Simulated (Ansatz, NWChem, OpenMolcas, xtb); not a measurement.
Ligand exchange: CH3Br + SiH3(SiH3) → SiH3(CH3) + SiH3Br

Species: CH3Br (bromomethane) `CBr`, singlet; SiH3(SiH3) (disilane), singlet; SiH3(CH3) (methylsilane), singlet; SiH3Br `[SiH3]Br`, singlet. The partners trade Br for SiH3: C–Br and Si–SiH3 bonds give way to C–SiH3 and Si–Br.

Shapes, held fixed at every level: PBE0-D4/def2-TZVP. Programs: Ansatz 0.2.0, NWChem 7.3.0, OpenMolcas 26.06, xtb 6.7.1. A level may come from different programs for different species; with the same settings they agree closely. The zero-point and thermal change to 298 K, harmonic and unscaled (PBE0-D4/def2-TZVP), is +0.4 kJ/mol.

| level | kind | ΔH(298 K) (kJ/mol) | less CCSD(T)/def2-TZVPP |
| --- | --- | --- | --- |
| GFN2-xTB | semi-empirical | -176.4 | -36.7 |
| B3LYP/6-31G* (spherical functions) | global hybrid | -125.4 | +14.3 |
| r2SCAN0-D4/def2-TZVPP | global hybrid | -145.9 | -6.2 |
| wB97M-V/def2-TZVPP | range-separated hybrid | -149.0 | -9.3 |
| wB97X-V/def2-TZVPP | range-separated hybrid | -140.7 | -1.0 |
| MP2/def2-SVP | perturbation theory | -151.4 | -11.7 |
| CCSD(T)/def2-SVP | coupled cluster or CI | -139.8 | -0.1 |
| CCSD(T)/def2-TZVPP | coupled cluster or CI | -139.7 | 0.0 |

The highest level, CCSD(T)/def2-TZVPP, gives ΔH(298 K) = -139.7 kJ/mol; the levels span -176.4 to -125.4. The column of differences is taken from that level and isn't an error. No measured value is set beside it here. Relativity is left out for Br unless named. Correlated rows may include outer-core shells of Br, which these sets cover unevenly.

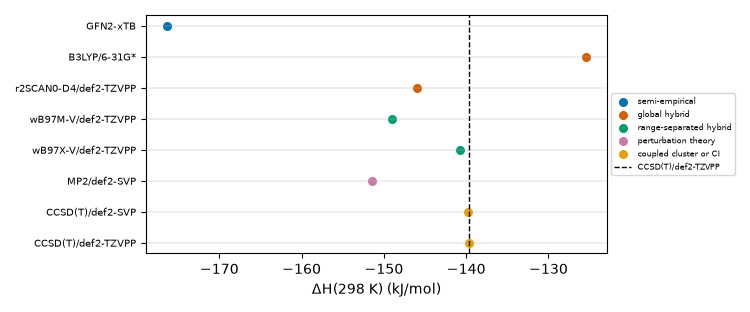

The values of the table, level by level.
